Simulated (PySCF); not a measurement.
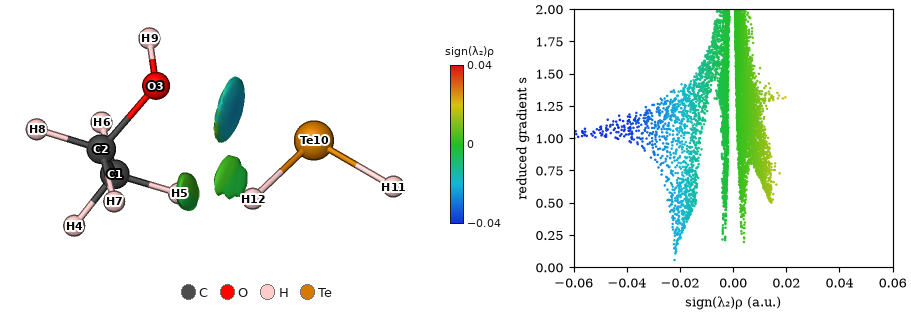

Figure. C₂H₈OTe, SMILES `CCO.[TeH2]`. Non-covalent interaction surfaces between the fragments (reduced density gradient s = 0.5, coloured by sign(λ₂)ρ in a.u.; trimmed to the region between the fragments where ρ is under 0.06 a.u.). Fragment A: H6C2O (atoms 1–9); fragment B: TeH2. The plot gives s against sign(λ₂)ρ for grid points between the fragments.

Method: CAM-B3LYP/def2-SVP; geometry: GFN2-xTB; program: PySCF. Core potentials replace the inner electrons of Te; spin–orbit coupling isn't included. GFN2-xTB bond lengths at metals and heavier atoms can be off by up to 0.1 Å and shapes distorted, which carries into these values.

Input

```python
import numpy as np
from pyscf import gto, scf, dft
from pyscf.scf import atom_ks, atom_hf
from scipy.linalg import block_diag
from pyscf.dispersion import dftd3

def solve(mol, dm0=None, hcore=None):
    mf = (dft.UKS if mol.spin else dft.RKS)(mol, xc='camb3lyp')
    mf.grids.level = 3
    mf = mf.density_fit(auxbasis='def2-universal-jkfit')
    mf.conv_tol, mf.max_cycle = 1e-8, 80
    if hcore is not None:
        mf.get_hcore = lambda *args: hcore
    mf.kernel(dm0)
    if not mf.converged:
        mf = mf.newton().run(mf.mo_coeff, mf.mo_occ, max_cycle=30)
    assert mf.converged, 'SCF not converged'
    return mf

mol = gto.M(atom='''
C      3.02761    -0.90137     0.17859
C      2.47171     0.34678    -0.49347
O      1.48793     0.98687     0.28881
H      3.73255    -1.39729    -0.48227
H      2.21647    -1.58838     0.40815
H      3.54043    -0.64325     1.10422
H      1.96683     0.08280    -1.42417
H      3.28332     1.05094    -0.72278
H      1.86357     1.21195     1.14691
Te    -1.11885    -0.05596     0.03084
H     -2.59686    -0.58686    -0.51446
H     -0.72551     0.21255    -1.54043
''', basis='def2-svp', ecp={'Te': 'def2-svp'}, charge=0, spin=0, verbose=4)
mol_a = gto.M(atom='''
C      3.02761    -0.90137     0.17859
C      2.47171     0.34678    -0.49347
O      1.48793     0.98687     0.28881
H      3.73255    -1.39729    -0.48227
H      2.21647    -1.58838     0.40815
H      3.54043    -0.64325     1.10422
H      1.96683     0.08280    -1.42417
H      3.28332     1.05094    -0.72278
H      1.86357     1.21195     1.14691
ghost-Te    -1.11885    -0.05596     0.03084
ghost-H     -2.59686    -0.58686    -0.51446
ghost-H     -0.72551     0.21255    -1.54043
''', basis='def2-svp', charge=0, spin=0, verbose=4)
mol_b = gto.M(atom='''
ghost-C      3.02761    -0.90137     0.17859
ghost-C      2.47171     0.34678    -0.49347
ghost-O      1.48793     0.98687     0.28881
ghost-H      3.73255    -1.39729    -0.48227
ghost-H      2.21647    -1.58838     0.40815
ghost-H      3.54043    -0.64325     1.10422
ghost-H      1.96683     0.08280    -1.42417
ghost-H      3.28332     1.05094    -0.72278
ghost-H      1.86357     1.21195     1.14691
Te    -1.11885    -0.05596     0.03084
H     -2.59686    -0.58686    -0.51446
H     -0.72551     0.21255    -1.54043
''', basis='def2-svp', ecp={'Te': 'def2-svp'}, charge=0, spin=0, verbose=4)
ab, a, b = solve(mol), solve(mol_a), solve(mol_b)
e_int = ab.e_tot - a.e_tot - b.e_tot
print('counterpoise-corrected interaction energy / kcal/mol', e_int * 627.5095)
def disp(atoms, charge):
    m = gto.M(atom=atoms, charge=charge, basis='sto-3g', spin=None, unit='Bohr', verbose=0)
    return dftd3.DFTD3Dispersion(m, xc='camb3lyp', version='d3bj').get_dispersion()['energy']
e_disp = disp(mol._atom, mol.charge) - disp(mol._atom[:9], mol_a.charge) - disp(mol._atom[9:], mol_b.charge)
print('D3(BJ) part / kcal/mol', e_disp * 627.5095)
# spherically averaged free atoms, for the promolecule
atom_ks.AtomSphAverageRKS.init_guess_by_vsap = lambda self, mol=None: self.init_guess_by_minao(mol)  # core potentials
atm = atom_ks.get_atm_nrks(mol, xc='camb3lyp')
pro = block_diag(*[(atm[a[0]][2] * atm[a[0]][3]) @ atm[a[0]][2].T for a in mol._atom])
np.savez('result.npz', e_int=e_int, e_disp=e_disp, dm_a=a.make_rdm1(), dm_b=b.make_rdm1(), c=ab.mo_coeff, occ=ab.mo_occ, eps=ab.mo_energy, pro=pro, d=[f.dip_moment(verbose=0) for f in (ab, a, b)])
```

Command:

```sh
OMP_NUM_THREADS=1 python input.py
```

The run took 90 s on 1 thread of Intel(R) Xeon(R) Processor @ 2.50GHz (Skylake/Cascade Lake), with other jobs on the host, peak memory 0.56 GiB.

Partitions, critical points and surface values were worked out afterwards from this run's density.

Question: Which interactions hold the two fragments together?

Answer: Bond critical points between the fragments: O3···Te10, 2.82 Å, ρ = 0.022 a.u. It appears blue-green. The pose is a local one from a semi-empirical search, not shown to be the most stable.

Question: How strongly are they bound?

Answer: The counterpoise-corrected interaction energy of the frozen fragments is −1.0 kcal/mol without dispersion correction and −2.9 kcal/mol with D3(BJ). The pair geometry is semi-empirical, not a minimum at this level.
